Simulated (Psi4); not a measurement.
# One shape, several levels: SiH2O (oxosilane)

We compute a comparison of 4 runs (HF/def2-SVP, B3LYP/6-31G*, B3LYP/def2-SVPD, EOM-CCSD/3-21G) of SiH2O (oxosilane). 

Program for the calculation: Psi4 1.11.

4 further runs of the same task are left out: 1 that didn't finish, 3 set aside as unsound or not needed.

## 1. The system as given

SiH2O has 4 atoms, charge 0, and is taken as a singlet. As SMILES, `O=[SiH2]`. The coordinates come from a PBE0-D4/def2-TZVP relaxation.

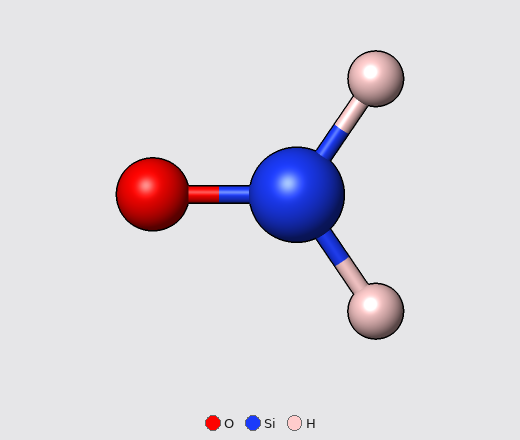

The structure, seen from a chosen angle (oxygen red, silicon blue, hydrogen pink).

## 2. Energy and gradient at HF/def2-SVP (run 1)

job.py

```python
import psi4

psi4.set_memory(1600000000)
psi4.set_num_threads(1)
psi4.core.set_output_file('psi4.out', False)

geom = psi4.geometry("""
0 1
O     -0.283200     0.413500     1.469500
Si    -0.006700     0.009800     0.034900
H      0.439900    -1.346000    -0.376200
H     -0.150000     0.922700    -1.128300
symmetry c1
""")

options = {'basis': 'def2-SVP', 'puream': True, 'e_convergence': 1e-09, 'd_convergence': 1e-08, 'scf_type': 'pk'}
psi4.set_options(options)

E, wfn = psi4.gradient('scf', return_wfn=True)
psi4.oeprop(wfn, 'QUADRUPOLE', 'LOWDIN_CHARGES', 'WIBERG_LOWDIN_INDICES')
print('gradient / Eh bohr^-1')
print(E.np.round(6))
print(f'energy = {wfn.energy():.10f} Eh')
```

Run with:

```
$ python job.py
```

psi4.out:

```text
[...]
  Running in c1 symmetry.
[...]
  Nuclear repulsion =   52.484789994440831
[...]
  Multiplicity = 1
[...]
  Nalpha       = 12
  Nbeta        = 12
[...]
    Number of basis functions: 42
[...]
   @RHF iter   1:  -364.62537254287253   -6.72166e-01   1.34776e-02 DIIS/ADIIS
[...]
   @RHF iter  11:  -364.77499210740149   -2.78533e-12   5.07464e-09 DIIS
[...]
    Orbital Energies [Eh]
    ---------------------
    Doubly Occupied:
       1A    -68.808072     2A    -20.503896     3A     -6.179810
       4A     -4.291567     5A     -4.288817     6A     -4.287604
       7A     -1.227107     8A     -0.698405     9A     -0.550298
      10A     -0.521137    11A     -0.451085    12A     -0.439100
[...]
  @RHF Final Energy:  -364.77499210740149
   => Energetics <=
    Nuclear Repulsion Energy =             52.4847899944408312
    One-Electron Energy =                -610.0257649584273167
    Two-Electron Energy =                 192.7659828565850262
    Total Energy =                       -364.7749921074014878
[...]
  -Total Gradient:
     Atom            X                  Y                   Z
    ------   -----------------  -----------------  -----------------
       1       -0.003124733847     0.004560390120     0.016199793059
       2        0.002262782377    -0.003314571822    -0.011658764625
       3        0.001679521635    -0.005428866206    -0.000667373227
       4       -0.000817570165     0.004183047908    -0.003873655206
[...]
 Multipole Moments:
 ------------------------------------------------------------------------------------
     Multipole            Electronic (a.u.)      Nuclear  (a.u.)        Total (a.u.)
 ------------------------------------------------------------------------------------
 L = 1.  Multiply by 2.5417464519 to convert [e a0] to [Debye]
 Dipole X            :         -0.1546321            0.4532372            0.2986051
 Dipole Y            :          0.2258431           -0.6618064           -0.4359632
 Dipole Z            :          0.8031678           -2.3521705           -1.5490027
 Magnitude           :                                                    1.6366547
 L = 2.  Multiply by 1.3450342976 to convert [e a0^2] to [Debye ang]
 Quadrupole XX       :        -14.8905649            2.4361947          -12.4543703
 Quadrupole XY       :          5.7694760           -5.0394123            0.7300638
[...]
```

On the terminal:

```text
gradient / Eh bohr^-1
[[-0.003125  0.00456   0.0162  ]
 [ 0.002263 -0.003315 -0.011659]
 [ 0.00168  -0.005429 -0.000667]
 [-0.000818  0.004183 -0.003874]]
energy = -364.7749921074 Eh
```

Wall time 1.3 s (1 thread of Intel Xeon 6975P-C (Granite Rapids), shared host); peak memory 0.2 GiB.

## 3. A single-point energy at B3LYP/6-31G(d) (Cartesian functions) (run 2)

job.py

```python
import psi4

psi4.set_memory(1600000000)
psi4.set_num_threads(1)
psi4.set_output_file('output.dat', False)

molecule = psi4.geometry("""
0 1
O     -0.53517044     0.78140175     2.77695254
Si    -0.01266117     0.01851932     0.06595144
H      0.83129052    -2.54357136    -0.71091497
H     -0.28345892     1.74365030    -2.13217799
units au
symmetry c1
no_reorient
no_com
""")

options = {'puream': False, 'e_convergence': 1e-09, 'd_convergence': 1e-08, 'scf_type': 'pk', 'dft_radial_points': 99, 'dft_spherical_points': 590}
psi4.set_options(options)

e, wfn = psi4.energy("b3lyp/6-31G*", return_wfn=True)
print('E =', round(e, 9))
```

Run with:

```
$ python job.py
```

output.dat:

```text
[...]
  Running in c1 symmetry.
[...]
  Nuclear repulsion =   52.484790023665980
[...]
  Multiplicity = 1
[...]
  Nalpha       = 12
  Nbeta        = 12
[...]
    Number of basis functions: 38
[...]
   @RKS iter   1:  -365.62397614474219   -2.31001e-01   2.11097e-02 ADIIS/DIIS
[...]
   @RKS iter  10:  -365.89739245123462   -3.12639e-12   4.24591e-09 DIIS
[...]
    Orbital Energies [Eh]
    ---------------------
    Doubly Occupied:
       1A    -66.171323     2A    -19.121671     3A     -5.324495
       4A     -3.687265     5A     -3.680313     6A     -3.680052
       7A     -0.928418     8A     -0.526553     9A     -0.398217
      10A     -0.354101    11A     -0.320476    12A     -0.286671
[...]
  @RKS Final Energy:  -365.89739245123462
   => Energetics <=
    Nuclear Repulsion Energy =             52.4847900236659797
    One-Electron Energy =                -610.3715284443443352
    Two-Electron Energy =                 216.3961764155326080
    DFT Exchange-Correlation Energy =     -24.4068304460888363
    Empirical Dispersion Energy =           0.0000000000000000
    VV10 Nonlocal Energy =                  0.0000000000000000
    Total Energy =                       -365.8973924512346230
[...]
 Multipole Moments:
 ------------------------------------------------------------------------------------
     Multipole            Electronic (a.u.)      Nuclear  (a.u.)        Total (a.u.)
 ------------------------------------------------------------------------------------
 L = 1.  Multiply by 2.5417464519 to convert [e a0] to [Debye]
 Dipole X            :          4.1544174           -3.9107883            0.2436291
 Dipole Y            :         -6.0662780            5.7105634           -0.3557146
 Dipole Z            :        -21.5596742           20.2958475           -1.2638267
 Magnitude           :                                                    1.3353449
[...]
```

The script printed:

```text
E = -365.897392451
```

Run time: 3.6 s. Hardware: 1 thread of Intel Xeon 6975P-C (Granite Rapids), shared host; peak memory 0.45 GiB.

## 4. A single-point energy at B3LYP/def2-SVPD (run 3)

input.inp

```
memory 1600 MB

molecule {
  0 1
  O     -0.283200     0.413500     1.469500
  Si    -0.006700     0.009800     0.034900
  H      0.439900    -1.346000    -0.376200
  H     -0.150000     0.922700    -1.128300
  symmetry c1
}

set basis def2-SVPD
set puream true
set e_convergence 1e-09
set d_convergence 1e-08
set scf_type pk
set dft_radial_points 99
set dft_spherical_points 590

energy_value, wavefunction = energy('b3lyp', return_wfn=True)
oeprop(wavefunction, 'LOWDIN_CHARGES', 'QUADRUPOLE', 'MULLIKEN_CHARGES')
print_variables()
```

Run with:

```
$ psi4 input.inp input.out -n 1
```

input.out:

```text
[...]
  Running in c1 symmetry.
[...]
  Nuclear repulsion =   52.484789994440831
[...]
  Multiplicity = 1
[...]
  Nalpha       = 12
  Nbeta        = 12
[...]
    Number of basis functions: 63
[...]
   @RKS iter   1:  -365.46631881764699   -1.58596e-01   1.34243e-02 DIIS/ADIIS
[...]
   @RKS iter  11:  -365.77445066587529   -6.25278e-13   2.29816e-09 DIIS
[...]
    Orbital Energies [Eh]
    ---------------------
    Doubly Occupied:
       1A    -66.171522     2A    -19.113100     3A     -5.338569
       4A     -3.704795     5A     -3.697992     6A     -3.697563
       7A     -0.925617     8A     -0.531671     9A     -0.405686
      10A     -0.364593    11A     -0.332225    12A     -0.297679
[...]
  @RKS Final Energy:  -365.77445066587529
   => Energetics <=
    Nuclear Repulsion Energy =             52.4847899944408312
    One-Electron Energy =                -609.9349333012845591
    Two-Electron Energy =                 216.0648577846171747
    DFT Exchange-Correlation Energy =     -24.3891651436486967
    Empirical Dispersion Energy =           0.0000000000000000
    VV10 Nonlocal Energy =                  0.0000000000000000
    Total Energy =                       -365.7744506658752925
[...]
 Multipole Moments:
 ------------------------------------------------------------------------------------
     Multipole            Electronic (a.u.)      Nuclear  (a.u.)        Total (a.u.)
 ------------------------------------------------------------------------------------
 L = 1.  Multiply by 2.5417464519 to convert [e a0] to [Debye]
 Dipole X            :         -0.1807110            0.4532372            0.2725262
 Dipole Y            :          0.2639031           -0.6618064           -0.3979032
 Dipole Z            :          0.9383784           -2.3521705           -1.4137921
 Magnitude           :                                                    1.4937890
 L = 2.  Multiply by 1.3450342976 to convert [e a0^2] to [Debye ang]
 Quadrupole XX       :        -15.4342131            2.4361947          -12.9980184
 Quadrupole XY       :          5.5919294           -5.0394123            0.5525171
[...]
  Mulliken Charges: (a.u.)
   Center  Symbol    Alpha    Beta     Spin     Total
       1     O     4.36001  4.36001  0.00000 -0.72001
       2    SI     6.73600  6.73600  0.00000  0.52800
       3     H     0.45199  0.45199  0.00000  0.09603
       4     H     0.45201  0.45201  0.00000  0.09598
   Total alpha = 12.00000, Total beta = 12.00000, Total charge =  0.00000
  Lowdin Charges: (a.u.)
   Center  Symbol    Alpha    Beta     Spin     Total
       1     O     4.32959  4.32959  0.00000 -0.65918
       2    SI     6.57011  6.57011  0.00000  0.85977
[...]
```

It took 4.8 s on 1 thread of Intel Xeon 6975P-C (Granite Rapids), shared host; peak memory 0.64 GiB.

## 5. The vertical excitations at EOM-CCSD/3-21G (run 4)

input.inp

```
memory 1.6 GB

molecule {
  0 1
  O
  Si 1 R2
  H 2 R3 1 A3
  H 2 R4 3 A4 1 D4

  R2 = 1.515752
  R3 = 1.485479
  A3 = 124.04596
  R4 = 1.485583
  A4 = 111.91136
  D4 = -179.99635
  symmetry c1
  no_reorient
  no_com
}

set {
  basis           3-21G
  reference       rhf
  scf_type        pk
  roots_per_irrep [4]
}

energy('eom-ccsd')
print_variables()
```

Run with:

```
$ psi4 input.inp input.out -n 1
```

input.out:

```text
[...]
  Running in c1 symmetry.
[...]
  Nuclear repulsion =   52.484779902490381
[...]
  Multiplicity = 1
[...]
  Nalpha       = 12
  Nbeta        = 12
[...]
    Number of basis functions: 26
[...]
   @RHF iter   1:  -362.80530157609718   -6.77886e-01   2.11310e-02 DIIS/ADIIS
[...]
   @RHF iter  11:  -362.95350606387086   -1.13687e-12   3.09339e-09 DIIS
[...]
    Orbital Energies [Eh]
    ---------------------
    Doubly Occupied:
       1A    -68.353250     2A    -20.424567     3A     -6.167281
       4A     -4.263753     5A     -4.261827     6A     -4.261182
       7A     -1.266376     8A     -0.707395     9A     -0.557124
      10A     -0.510917    11A     -0.439245    12A     -0.428724
[...]
  @RHF Final Energy:  -362.95350606387086
   => Energetics <=
    Nuclear Repulsion Energy =             52.4847799024903807
    One-Electron Energy =                -607.5932914216903100
    Two-Electron Energy =                 192.1550054553291318
    Total Energy =                       -362.9535060638708046
[...]
 Multipole Moments:
 ------------------------------------------------------------------------------------
     Multipole            Electronic (a.u.)      Nuclear  (a.u.)        Total (a.u.)
 ------------------------------------------------------------------------------------
 L = 1.  Multiply by 2.5417464519 to convert [e a0] to [Debye]
 Dipole X            :         -0.0001103            0.0000787           -0.0000317
 Dipole Y            :         -0.0002113            0.0001198           -0.0000914
 Dipole Z            :         -1.0205754            2.4851800            1.4646045
 Magnitude           :                                                    1.4646045
[...]
      * MP2 total energy                      = -363.159101393587491
[...]
      * CCSD total energy                     = -363.163822004451390
[...]
                     Excitation Energy              Total Energy
[...]
```

Run time: 2.5 s. Hardware: 1 thread of Intel Xeon 6975P-C (Granite Rapids), shared host; peak memory 0.23 GiB.

The roots found:

```csv
excited state,energy (eV)
1,3.965
2,6.010
3,7.024
4,7.265
```

## 6. Overview of the runs

```csv
run,level,task,Cartesian functions,energy (Eh),dipole moment (D),HOMO energy (eV),LUMO energy (eV),wall time
1,HF/def2-SVP,gradient,no,-364.774992,4.16,-11.95,1.49,1.3 s
2,B3LYP/6-31G* (Cartesian functions),energy,yes,-365.897392,3.39,-7.80,-2.04,3.6 s
3,B3LYP/def2-SVPD,energy,no,-365.774451,3.80,-8.10,-2.52,4.8 s
4,EOM-CCSD/3-21G,excited,yes,-363.163822,–,-11.67,1.66,2.5 s
```

## 7. Outcome

```
                                    quantity          value
    run 4: ground-state or mean-field energy  -363.16382 Eh
  run 4: HOMO energy (Hartree–Fock orbitals)      -11.67 eV
  run 4: LUMO energy (Hartree–Fock orbitals)        1.66 eV
run 4: HOMO–LUMO gap (Hartree–Fock orbitals)       13.33 eV
                        run 4: T1 diagnostic          0.017
             run 4: lowest excitation energy        3.96 eV
```

Over runs 1, 2, 3 the dipole moment (its size) runs from 3.39 D (B3LYP/6-31G*) to 4.16 D (HF/def2-SVP). The two ends differ in method and basis. Over runs 1, 2, 3 the HOMO–LUMO gap runs from 5.58 eV (B3LYP/def2-SVPD) to 13.43 eV (HF/def2-SVP). All runs together took 12 s, the longest 4.8 s.
